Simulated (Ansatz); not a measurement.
## Electronic structure of C2H8S2Si (SMILES [SiH3]CSCS) in real space

Input file:

```
crystal:
  periodic: [false, false, false]
  atoms:
    - {symbol: Si, position_ang: [-1.587465, -0.820187, -0.775393]}
    - {symbol: C, position_ang: [0.236949, -1.238981, -0.591264]}
    - {symbol: S, position_ang: [1.264201, 0.255202, -0.659416]}
    - {symbol: C, position_ang: [1.046752, 0.854523, 1.027098]}
    - {symbol: S, position_ang: [1.771021, 2.488398, 1.218083]}
    - {symbol: H, position_ang: [-1.985865, 0.193980, 0.236274]}
    - {symbol: H, position_ang: [-1.820324, -0.268147, -2.133053]}
    - {symbol: H, position_ang: [-2.437416, -2.028973, -0.584052]}
    - {symbol: H, position_ang: [0.555094, -1.857023, -1.435272]}
    - {symbol: H, position_ang: [0.464222, -1.807923, 0.314140]}
    - {symbol: H, position_ang: [-0.009471, 0.865053, 1.297028]}
    - {symbol: H, position_ang: [1.583483, 0.212563, 1.729287]}
    - {symbol: H, position_ang: [0.939119, 3.116716, 0.371440]}
basis:
  gaussian: {orbitals: def2-TZVPP}
hamiltonian: {xc: pbe0, dispersion: d4}
output: {orbitals: {seedname: orbitals}}
```

Run with:

```sh
ansatz run in.yaml --threads 4 --pin off --events-out ev --progress --plain --max-ram 10444MiB
```

Geometry: PBE0-D4/def2-TZVP.

Computed with RKS PBE0-D4/def2-TZVPP (Ansatz 0.2.0).

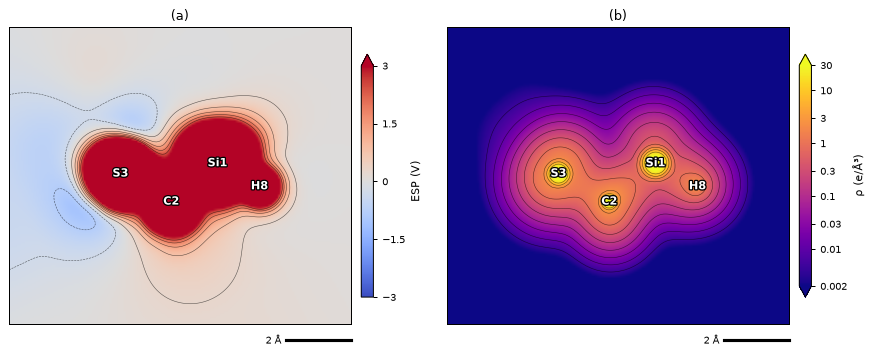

Figure 1. (a) molecular electrostatic potential; (b) electron density on the plane of atoms C2, Si1 and H8.

### Interpret the plot.

- The plane passes through Si, C, S and H nuclei.
- C–S (1.81 Å): ρ at the midpoint is about 1.2 e/Å³.
- C–Si (1.88 Å): ρ at the midpoint is about 0.96 e/Å³.
- Si–H (1.49 Å): ρ at the midpoint is about 0.8 e/Å³.
- Outside the dense part of the molecule the potential is most negative (−1.1 V) near S3.

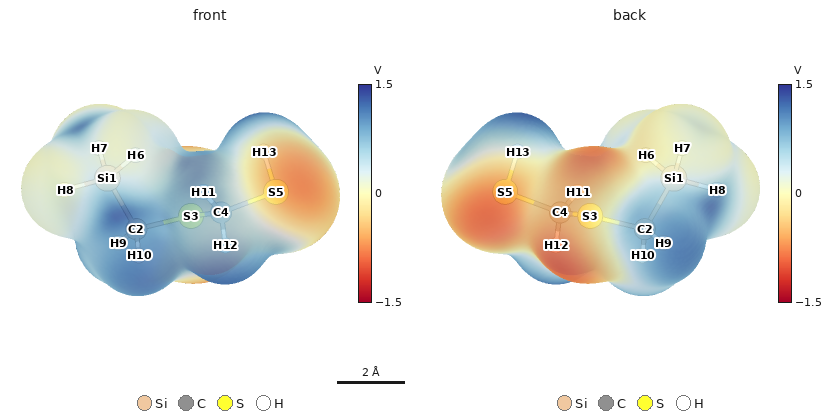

Figure 2. The molecular electrostatic potential painted on the density surface at 0.002 e/bohr³, seen from the front and from behind; the colour scale runs from red (negative) to blue (positive).

### Which sites attract a positive test charge, and which a negative one?

A positive charge is drawn to the negative regions and a negative charge to the positive ones. The most negative region (about −1.0 V) lies over S3 and S5, the most positive (about +1.2 V) over the H and Si atoms.

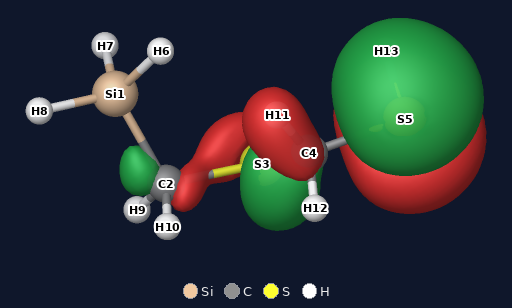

Figure 3. The HOMO−1 at ±0.08 Å⁻³ᐟ² (green and red are the two phases), seen at a tilt.

### Where does this orbital lie, and at what energy?

Its weight (Hirshfeld) is mainly on S5 (about 75 %) and S3 (about 10 %); largely a lone pair of S5. Its energy is −7.14 eV.
